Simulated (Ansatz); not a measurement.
# Si2C (singlet): wB97M-V, B2PLYP, RKS PBE0, RPA-PBE over a scan of the distance Si1–C2, cc-pVDZ, part 2 of 2

Ansatz 0.2.0, Gaussian basis; cc-pVDZ, all electrons in the functionals, frozen cores in the correlation of double hybrids and RPA.

## (13) B2PLYP, 4.550 Å

Input file in.yaml:

```yaml
crystal:
  periodic: [false, false, false]
  atoms:
    - {symbol: Si, position_ang: [0.000000, 0.000000, -3.595200]}
    - {symbol: C, position_ang: [0.000000, 0.000000, 0.954800]}
    - {symbol: Si, position_ang: [0.000000, 0.000000, 2.640400]}
basis:
  gaussian: {orbitals: cc-pVDZ}
magnetization: {spin_polarized: true, initial_magnetization: 0}
hamiltonian: {xc: {name: B2PLYP}}
correlation: {electrons: outside_noble_gas}
```

The run is started by

```bash
$ ansatz run in.yaml --threads 1 --pin off --events-out ev --progress --plain --max-ram 2816MiB --backend cpu
```

What it wrote (excerpt; [...] marks lines left out):

```text
Functional definition: B2PLYP
  name "B2PLYP"
  cite "Grimme, J. Chem. Phys. 124, 034108 (2006) doi:10.1063/1.2148954"
  cite "Becke, Phys. Rev. A 38, 3098 (1988) doi:10.1103/PhysRevA.38.3098"
  cite "Lee, Yang & Parr, Phys. Rev. B 37, 785 (1988) doi:10.1103/PhysRevB.37.785"
[...]
503 factors; integrals over basis functions are off by at most 9.5e-4 eV
[...]
mean field -16772.70187962 eV, -616.3854251305 hartree, gradient 4.1e-10 eV, S^2 2.119223; 12 other end points of the search recorded, 0 dependent functions left out
11 core orbitals not correlated: weight in the atoms' cores, before any rotation towards them, 1.000 or more for the frozen orbitals, at most 0.000 for the correlated occupied ones
reference -16772.70203636 eV, -616.3854308906 hartree; 6, 6 occupied and 33, 33 virtual orbitals, 503 factors
second order -7.23684843 eV of doubles, -0.00000000 eV of singles
Total energy: -16774.65598544 eV, -616.4572371948 hartree
```

Wall time 31 s (1 thread of AMD EPYC 7R13, shared host).

From the report: ⟨S²⟩ of the determinant 2.119 (pure singlet: 0.00). The determinant is far from a pure spin state, so its energy mixes those of several spin states (harmless only where they are near-degenerate, as at dissociation).

From 1.686 Å: +6.361 eV.

## (14) RKS PBE0, 1.876 Å

Input file in.yaml:

```yaml
crystal:
  periodic: [false, false, false]
  atoms:
    - {symbol: Si, position_ang: [0.000000, 0.000000, 1.812533]}
    - {symbol: C, position_ang: [0.000000, 0.000000, -0.063467]}
    - {symbol: Si, position_ang: [0.000000, 0.000000, -1.749067]}
basis:
  gaussian: {orbitals: cc-pVDZ}
hamiltonian: {xc: {name: PBE0}}
```

Same command.

What it wrote:

```text
Functional definition: PBE0
  name "PBE0"
  cite "Adamo & Barone, J. Chem. Phys. 110, 6158 (1999) doi:10.1063/1.478522"
  cite "Perdew, Burke & Ernzerhof, Phys. Rev. Lett. 77, 3865 (1996) doi:10.1103/PhysRevLett.77.3865"
  parent pbe
  parameter a = 0.25
  parameter kappa = 0.804
  parameter beta = 0.06672455060314922
  exchange = (1 - a)*pbe_x(kappa = kappa, mu = beta*pi^2/3) + a*exact_x
  correlation = pbe_c(beta = beta)
503 factors; integrals over basis functions are off by at most 9.4e-4 eV
mean field evaluation 1: about -16768.6686 eV, gradient 6.4e1 eV
mean field evaluation 2: about -16704.1736 eV, gradient 1.2e2 eV
mean field evaluation 4: about -16778.3102 eV, gradient 2.0e1 eV
mean field evaluation 8: about -16780.2562 eV, gradient 4.0e-1 eV
mean field evaluation 16: about -16780.2570 eV, gradient 4.3e-5 eV
mean field -16780.25696128 eV, -616.6630692602 hartree, gradient 4.3e-5 eV, S^2 0.000000; 0 other end points of the search recorded, 0 dependent functions left out
reference -16780.25698229 eV, -616.6630700325 hartree; 17, 17 occupied and 33, 33 virtual orbitals, 503 factors
Total energy: -16780.25698229 eV, -616.6630700325 hartree
```

Wall time 0.73 s (1 thread of AMD EPYC 7R13, shared host).

## (15) RKS PBE0, 2.291 Å

Input file in.yaml:

```yaml
crystal:
  periodic: [false, false, false]
  atoms:
    - {symbol: Si, position_ang: [0.000000, 0.000000, 2.089200]}
    - {symbol: C, position_ang: [0.000000, 0.000000, -0.201800]}
    - {symbol: Si, position_ang: [0.000000, 0.000000, -1.887400]}
basis:
  gaussian: {orbitals: cc-pVDZ}
hamiltonian: {xc: {name: PBE0}}
```

Same command.

What it wrote:

```text
Functional definition: PBE0
  name "PBE0"
  cite "Adamo & Barone, J. Chem. Phys. 110, 6158 (1999) doi:10.1063/1.478522"
  cite "Perdew, Burke & Ernzerhof, Phys. Rev. Lett. 77, 3865 (1996) doi:10.1103/PhysRevLett.77.3865"
  parent pbe
  parameter a = 0.25
  parameter kappa = 0.804
  parameter beta = 0.06672455060314922
  exchange = (1 - a)*pbe_x(kappa = kappa, mu = beta*pi^2/3) + a*exact_x
  correlation = pbe_c(beta = beta)
503 factors; integrals over basis functions are off by at most 9.8e-4 eV
mean field evaluation 1: about -16762.8591 eV, gradient 6.8e1 eV
mean field evaluation 2: about -16658.4248 eV, gradient 1.3e2 eV
mean field evaluation 4: about -16762.0410 eV, gradient 6.2e1 eV
mean field evaluation 8: about -16777.9098 eV, gradient 4.5e-1 eV
mean field evaluation 16: about -16777.9471 eV, gradient 1.8e-5 eV
mean field -16777.94713867 eV, -616.5781848452 hartree, gradient 2.0e-5 eV, S^2 0.000000; 0 other end points of the search recorded, 0 dependent functions left out
reference -16777.94716132 eV, -616.5781856775 hartree; 17, 17 occupied and 33, 33 virtual orbitals, 503 factors
Total energy: -16777.94716132 eV, -616.5781856775 hartree
```

Wall time 0.71 s (1 thread of AMD EPYC 7R13, shared host).

## (16) RKS PBE0, 3.145 Å

Input file in.yaml:

```yaml
crystal:
  periodic: [false, false, false]
  atoms:
    - {symbol: Si, position_ang: [0.000000, 0.000000, 2.658533]}
    - {symbol: C, position_ang: [0.000000, 0.000000, -0.486467]}
    - {symbol: Si, position_ang: [0.000000, 0.000000, -2.172067]}
basis:
  gaussian: {orbitals: cc-pVDZ}
hamiltonian: {xc: {name: PBE0}}
```

The command is unchanged.

What it wrote (excerpt; [...] marks lines left out):

```text
Functional definition: PBE0
  name "PBE0"
  cite "Adamo & Barone, J. Chem. Phys. 110, 6158 (1999) doi:10.1063/1.478522"
  cite "Perdew, Burke & Ernzerhof, Phys. Rev. Lett. 77, 3865 (1996) doi:10.1103/PhysRevLett.77.3865"
  parent pbe
[...]
503 factors; integrals over basis functions are off by at most 9.5e-4 eV
[...]
mean field -16774.03302152 eV, -616.4343436930 hartree, gradient 7.0e-6 eV, S^2 0.000000; 6 other end points of the search recorded, 0 dependent functions left out
reference -16774.03304634 eV, -616.4343446051 hartree; 17, 17 occupied and 33, 33 virtual orbitals, 503 factors
Total energy: -16774.03304634 eV, -616.4343446051 hartree
```

Run time: 2.6 s. Hardware: 1 thread of AMD EPYC 7R13, shared host.

## (17) RKS PBE0, 4.550 Å

Input file in.yaml:

```yaml
crystal:
  periodic: [false, false, false]
  atoms:
    - {symbol: Si, position_ang: [0.000000, 0.000000, -3.595200]}
    - {symbol: C, position_ang: [0.000000, 0.000000, 0.954800]}
    - {symbol: Si, position_ang: [0.000000, 0.000000, 2.640400]}
basis:
  gaussian: {orbitals: cc-pVDZ}
hamiltonian: {xc: {name: PBE0}}
```

Same command.

What it wrote (excerpt; [...] marks lines left out):

```text
Functional definition: PBE0
  name "PBE0"
  cite "Adamo & Barone, J. Chem. Phys. 110, 6158 (1999) doi:10.1063/1.478522"
  cite "Perdew, Burke & Ernzerhof, Phys. Rev. Lett. 77, 3865 (1996) doi:10.1103/PhysRevLett.77.3865"
  parent pbe
[...]
503 factors; integrals over basis functions are off by at most 9.5e-4 eV
[...]
mean field -16772.12670132 eV, -616.3642877176 hartree, gradient 4.1e-6 eV, S^2 0.000000; 5 other end points of the search recorded, 0 dependent functions left out
reference -16772.12672845 eV, -616.3642887148 hartree; 17, 17 occupied and 33, 33 virtual orbitals, 503 factors
Total energy: -16772.12672845 eV, -616.3642887148 hartree
```

It took 2.3 s on 1 thread of AMD EPYC 7R13, shared host.

## (18) RPA-PBE, 1.553 Å

Input file in.yaml:

```yaml
crystal:
  periodic: [false, false, false]
  atoms:
    - {symbol: Si, position_ang: [0.000000, 0.000000, -1.597200]}
    - {symbol: C, position_ang: [0.000000, 0.000000, -0.044200]}
    - {symbol: Si, position_ang: [0.000000, 0.000000, 1.641400]}
basis:
  gaussian: {orbitals: cc-pVDZ}
hamiltonian: {xc: {name: PBE}}
correlation: {method: rpa, electrons: outside_noble_gas}
```

The command is unchanged.

What it wrote (excerpt; [...] marks lines left out):

```text
Functional definition: PBE
  name "PBE"
  cite "Perdew, Burke & Ernzerhof, Phys. Rev. Lett. 77, 3865 (1996) doi:10.1103/PhysRevLett.77.3865"
  parent pbe
[...]
503 factors; integrals over basis functions are off by at most 1.1e-3 eV
[...]
mean field -16778.82812229 eV, -616.6105603961 hartree, gradient 2.2e-6 eV, S^2 0.000000; 0 other end points of the search recorded, 0 dependent functions left out
11 core orbitals not correlated: weight in the atoms' cores, before any rotation towards them, 1.000 or more for the frozen orbitals, at most 0.000 for the correlated occupied ones
reference -16750.74216318 eV, -615.5784204361 hartree; 6, 6 occupied and 33, 33 virtual orbitals, 503 factors
Total energy: -16763.40240645 eV, -616.0436757949 hartree
```

It took 1.1 s on 1 thread of AMD EPYC 7R13, shared host.

## (19) RPA-PBE, 1.686 Å

Input file in.yaml:

```yaml
crystal:
  periodic: [false, false, false]
  atoms:
    - {symbol: Si, position_ang: [0.000000, 0.000000, 1.685600]}
    - {symbol: C, position_ang: [0.000000, 0.000000, 0.000000]}
    - {symbol: Si, position_ang: [0.000000, 0.000000, -1.685600]}
basis:
  gaussian: {orbitals: cc-pVDZ}
hamiltonian: {xc: {name: PBE}}
correlation: {method: rpa, electrons: outside_noble_gas}
```

Launched as before.

What it wrote (excerpt; [...] marks lines left out):

```text
Functional definition: PBE
  name "PBE"
  cite "Perdew, Burke & Ernzerhof, Phys. Rev. Lett. 77, 3865 (1996) doi:10.1103/PhysRevLett.77.3865"
  parent pbe
[...]
503 factors; integrals over basis functions are off by at most 9.3e-4 eV
[...]
mean field -16779.40639464 eV, -616.6318115127 hartree, gradient 4.5e-7 eV, S^2 0.000000; 0 other end points of the search recorded, 0 dependent functions left out
11 core orbitals not correlated: weight in the atoms' cores, before any rotation towards them, 1.000 or more for the frozen orbitals, at most 0.000 for the correlated occupied ones
reference -16751.12239167 eV, -615.5923935754 hartree; 6, 6 occupied and 33, 33 virtual orbitals, 503 factors
Total energy: -16764.02622698 eV, -616.0666007764 hartree
```

Run time: 1.2 s. Hardware: 1 thread of AMD EPYC 7R13, shared host.

## (20) RPA-PBE, 1.876 Å

Input file in.yaml:

```yaml
crystal:
  periodic: [false, false, false]
  atoms:
    - {symbol: Si, position_ang: [0.000000, 0.000000, 1.812533]}
    - {symbol: C, position_ang: [0.000000, 0.000000, -0.063467]}
    - {symbol: Si, position_ang: [0.000000, 0.000000, -1.749067]}
basis:
  gaussian: {orbitals: cc-pVDZ}
magnetization: {spin_polarized: true, initial_magnetization: 0}
hamiltonian: {xc: {name: PBE}}
correlation: {method: rpa, electrons: outside_noble_gas}
```

Same command.

What it wrote (excerpt; [...] marks lines left out):

```text
Functional definition: PBE
  name "PBE"
  cite "Perdew, Burke & Ernzerhof, Phys. Rev. Lett. 77, 3865 (1996) doi:10.1103/PhysRevLett.77.3865"
  parent pbe
[...]
503 factors; integrals over basis functions are off by at most 9.4e-4 eV
[...]
mean field -16779.13375214 eV, -616.6217920858 hartree, gradient 6.3e-6 eV, S^2 0.000000; 2 other end points of the search recorded, 0 dependent functions left out
11 core orbitals not correlated: weight in the atoms' cores, before any rotation towards them, 1.000 or more for the frozen orbitals, at most 0.000 for the correlated occupied ones
reference -16750.47277399 eV, -615.5685205658 hartree; 6, 6 occupied and 33, 33 virtual orbitals, 503 factors
Total energy: -16763.79359374 eV, -616.0580516624 hartree
```

Wall time 1.6 s (1 thread of AMD EPYC 7R13, shared host).

From the report: ⟨S²⟩ of the determinant 0.000 (pure singlet: 0.00).

From 1.686 Å: +0.233 eV.

## (21) RPA-PBE, 2.291 Å

Input file in.yaml:

```yaml
crystal:
  periodic: [false, false, false]
  atoms:
    - {symbol: Si, position_ang: [0.000000, 0.000000, 2.089200]}
    - {symbol: C, position_ang: [0.000000, 0.000000, -0.201800]}
    - {symbol: Si, position_ang: [0.000000, 0.000000, -1.887400]}
basis:
  gaussian: {orbitals: cc-pVDZ}
magnetization: {spin_polarized: true, initial_magnetization: 0}
hamiltonian: {xc: {name: PBE}}
correlation: {method: rpa, electrons: outside_noble_gas}
```

Launched as before.

What it wrote (excerpt; [...] marks lines left out):

```text
Functional definition: PBE
  name "PBE"
  cite "Perdew, Burke & Ernzerhof, Phys. Rev. Lett. 77, 3865 (1996) doi:10.1103/PhysRevLett.77.3865"
  parent pbe
[...]
503 factors; integrals over basis functions are off by at most 9.8e-4 eV
[...]
mean field -16777.13398906 eV, -616.5483021480 hartree, gradient 2.4e-6 eV, S^2 0.000000; 13 other end points of the search recorded, 0 dependent functions left out
11 core orbitals not correlated: weight in the atoms' cores, before any rotation towards them, 1.000 or more for the frozen orbitals, at most 0.000 for the correlated occupied ones
reference -16747.46435451 eV, -615.4579631891 hartree; 6, 6 occupied and 33, 33 virtual orbitals, 503 factors
Total energy: -16761.90095475 eV, -615.9884984624 hartree
```

Run time: 9 s. Hardware: 1 thread of AMD EPYC 7R13, shared host.

From the report: ⟨S²⟩ of the determinant 0.000 (pure singlet: 0.00).

From 1.686 Å: +2.125 eV.

## (22) RPA-PBE, 3.145 Å

Input file in.yaml:

```yaml
crystal:
  periodic: [false, false, false]
  atoms:
    - {symbol: Si, position_ang: [0.000000, 0.000000, 2.658533]}
    - {symbol: C, position_ang: [0.000000, 0.000000, -0.486467]}
    - {symbol: Si, position_ang: [0.000000, 0.000000, -2.172067]}
basis:
  gaussian: {orbitals: cc-pVDZ}
magnetization: {spin_polarized: true, initial_magnetization: 0}
hamiltonian: {xc: {name: PBE}}
correlation: {method: rpa, electrons: outside_noble_gas}
```

The command is unchanged.

What it wrote (excerpt; [...] marks lines left out):

```text
Functional definition: PBE
  name "PBE"
  cite "Perdew, Burke & Ernzerhof, Phys. Rev. Lett. 77, 3865 (1996) doi:10.1103/PhysRevLett.77.3865"
  parent pbe
[...]
503 factors; integrals over basis functions are off by at most 9.5e-4 eV
[...]
mean field -16774.13205990 eV, -616.4379832862 hartree, gradient 1.0e-6 eV, S^2 1.135173; 20 other end points of the search recorded, 0 dependent functions left out
11 core orbitals not correlated: weight in the atoms' cores, before any rotation towards them, 1.000 or more for the frozen orbitals, at most 0.000 for the correlated occupied ones
reference -16744.28682126 eV, -615.3411909962 hartree; 6, 6 occupied and 33, 33 virtual orbitals, 503 factors
Total energy: -16759.16621264 eV, -615.8879985436 hartree
```

Wall time 19 s (1 thread of AMD EPYC 7R13, shared host).

From the report: ⟨S²⟩ of the determinant 1.135 (pure singlet: 0.00). The determinant is far from a pure spin state, so its energy mixes those of several spin states (harmless only where they are near-degenerate, as at dissociation).

From 1.686 Å: +4.860 eV.

## (23) RPA-PBE, 4.550 Å

Input file in.yaml:

```yaml
crystal:
  periodic: [false, false, false]
  atoms:
    - {symbol: Si, position_ang: [0.000000, 0.000000, -3.595200]}
    - {symbol: C, position_ang: [0.000000, 0.000000, 0.954800]}
    - {symbol: Si, position_ang: [0.000000, 0.000000, 2.640400]}
basis:
  gaussian: {orbitals: cc-pVDZ}
magnetization: {spin_polarized: true, initial_magnetization: 0}
hamiltonian: {xc: {name: PBE}}
correlation: {method: rpa, electrons: outside_noble_gas}
```

The command is unchanged.

What it wrote (excerpt; [...] marks lines left out):

```text
Functional definition: PBE
  name "PBE"
  cite "Perdew, Burke & Ernzerhof, Phys. Rev. Lett. 77, 3865 (1996) doi:10.1103/PhysRevLett.77.3865"
  parent pbe
[...]
503 factors; integrals over basis functions are off by at most 9.5e-4 eV
[...]
mean field -16773.07236848 eV, -616.3990403450 hartree, gradient 2.4e-9 eV, S^2 1.873326; 23 other end points of the search recorded, 0 dependent functions left out
11 core orbitals not correlated: weight in the atoms' cores, before any rotation towards them, 1.000 or more for the frozen orbitals, at most 0.000 for the correlated occupied ones
reference -16746.22561633 eV, -615.4124404007 hartree; 6, 6 occupied and 33, 33 virtual orbitals, 503 factors
Total energy: -16758.26906891 eV, -615.8550291196 hartree
```

It took 31 s on 1 thread of AMD EPYC 7R13, shared host.

From the report: ⟨S²⟩ of the determinant 1.873 (pure singlet: 0.00). The determinant is far from a pure spin state, so its energy mixes those of several spin states (harmless only where they are near-degenerate, as at dissociation).

From 1.686 Å: +5.757 eV.

## (24) The comparison

The yardstick is RCCSDTQ, where the cluster series has nearly closed. It comes from earlier runs at the same points. Energies in eV, counted from 1.686 Å; blanks weren't run or aren't comparable.

| level | 1.553 Å | 1.686 Å | 1.876 Å | 2.291 Å | 3.145 Å | 4.550 Å |
| --- | --- | --- | --- | --- | --- | --- |
| RCCSDTQ | 0.596 | 0.000 | 0.272 |  |  |  |
| wB97M-V | 0.456 | 0.000 | 0.478 | 2.988 | 5.810 | 6.543 |
| B2PLYP | 0.539 | 0.000 | 0.327 | 2.889 | 5.697 | 6.361 |
| RKS PBE0 | 0.503 | 0.000 | 0.399 | 2.709 | 6.623 | 8.530 |
| RPA-PBE | 0.624 | 0.000 | 0.233 | 2.125 | 4.860 | 5.757 |

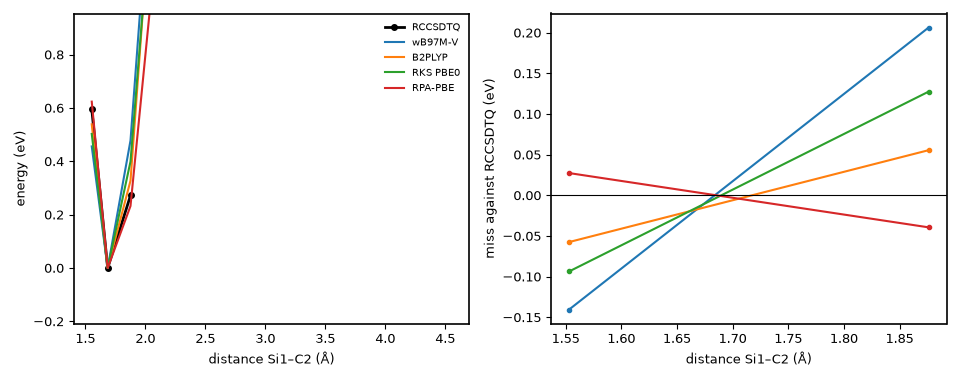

Left: the curves (the axis may cut off levels that run far away). Right: misses against RCCSDTQ, in the same colours.

Largest miss and mean time a point (RCCSDTQ took 78 s a point; shared hosts):

```csv
level,largest miss (eV),where,time a point
wB97M-V,+0.206,1.876 Å,18 s
B2PLYP,-0.057,1.553 Å,10 s
RKS PBE0,+0.128,1.876 Å,1.6 s
RPA-PBE,-0.039,1.876 Å,10 s
```

## (25) Summary of results

This closing draws on all 2 parts.

| quantity | value |
| --- | --- |
| span of the RCCSDTQ curve (points where it is known) | 0.596 eV |
| largest miss, wB97M-V | +0.206 eV (1.876 Å) |
| largest miss, B2PLYP | -0.057 eV (1.553 Å) |
| largest miss, RKS PBE0 | +0.128 eV (1.876 Å) |
| largest miss, RPA-PBE | -0.039 eV (1.876 Å) |

Misses are known at 2 of 5 points at best, and only functionals with that many are ranked. Of the functionals, RPA-PBE keep the smallest largest miss at the points compared (at most 0.039 eV) and wB97M-V strays most (0.206 eV, at 1.876 Å). wB97M-V, B2PLYP, RPA-PBE clearly break the spin symmetry at some points (⟨S²⟩ up to 2.12 above the pure value), so energy there is bought with a mixed spin. Functionals and the yardstick converge differently with the basis, so part of each miss in cc-pVDZ is the basis.
